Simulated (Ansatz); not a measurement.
The calculation's input:

```
crystal:
  periodic: [false, false, false]
  atoms:
    - {symbol: Br, position_ang: [-2.473508, 0.963643, -2.306384]}
    - {symbol: Cl, position_ang: [-0.672985, -1.718795, 0.113730]}
    - {symbol: O, position_ang: [-0.060334, 1.224554, -0.128772]}
    - {symbol: Si, position_ang: [0.483674, -0.169541, 0.770642]}
    - {symbol: Si, position_ang: [-0.967148, 1.963666, -1.184462]}
    - {symbol: H, position_ang: [1.895696, -0.316601, 0.380679]}
    - {symbol: H, position_ang: [0.207998, 0.181717, 2.173549]}
    - {symbol: H, position_ang: [-0.735954, 3.400707, -1.375020]}
basis:
  gaussian: {orbitals: def2-TZVPD}
output: {forces: true, orbitals: {seedname: orbitals}}
hamiltonian: {xc: {name: PBE0}}
total_charge: 1
```

Launched as:

```sh
ansatz run input.yaml --threads 2 --pin off --max-ram 4350MiB --events-out events.jsonl --progress --plain --runs-dir runs
```

Geometry: B3LYP-D3(BJ)/def2-SVP.

Method: isolated molecule in a Gaussian basis; Kohn-Sham density functional theory, functional PBE0 (Ansatz).

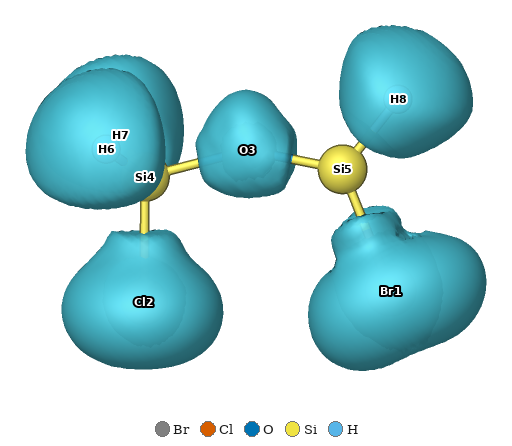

BrClH3OSi2 (SMILES Cl[SiH2]O[SiH+]Br) (charge +1). Isosurface of the electron localisation function at 0.75 (cyan), seen across its widest extent. Core shells and regions of very low density are left out.

What do the ELF domains correspond to?

At this value the surface marks out three regions around hydrogen nuclei, one region on Br in which the atom's valence shell and bonds are merged, one region on Cl in which the atom's valence shell and bonds are merged and one region wrapped around O (its lone pairs, merged into a ring or cap). Profiles from the grid: Si–O (1.58 Å): the ELF peaks at about 0.85 between the atoms (a polar covalent bond). Si–Cl (2.04 Å): the ELF peaks at about 0.85 between the atoms, as expected for a shared but strongly polarised pair.
